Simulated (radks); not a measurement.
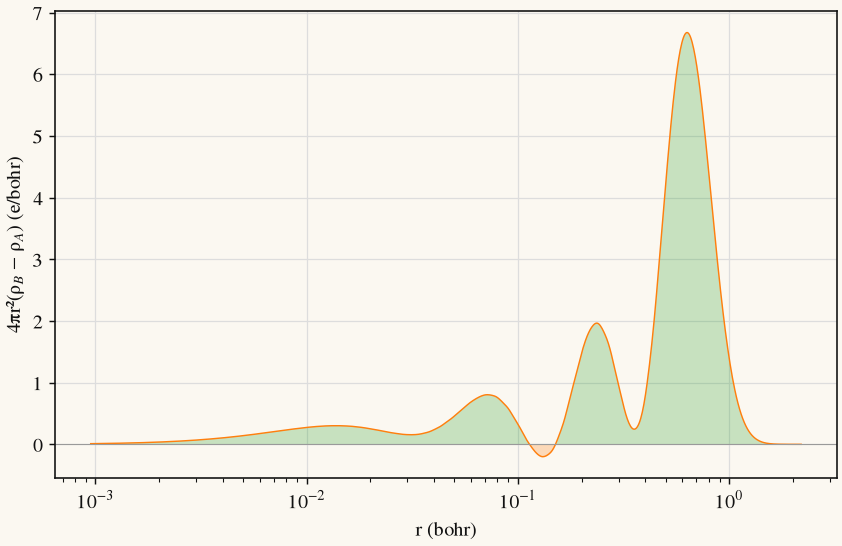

Two charge states of iodine were computed: I²²⁺ in [Ar] 3d10 4s2 4p1 (4p1/2: 1); I²⁵⁺ in [Ar] 3d10. Computed with the in-house radial solver radks: Dirac Kohn-Sham, LB94 model potential, spin-unpolarised, spherical densities, finite nucleus.

The plot shows the radial density of run B less that of run A; on the logarithmic r axis, areas aren't charges.

Assign A and B and describe the change of the density.

Answer. A is I²⁵⁺ in [Ar] 3d10; B is I²²⁺ in [Ar] 3d10 4s2 4p1 (4p1/2: 1). B holds 3.0 electrons more than A where the difference is positive (most at r = 0.63 bohr) and hardly less anywhere, a net change of +3.
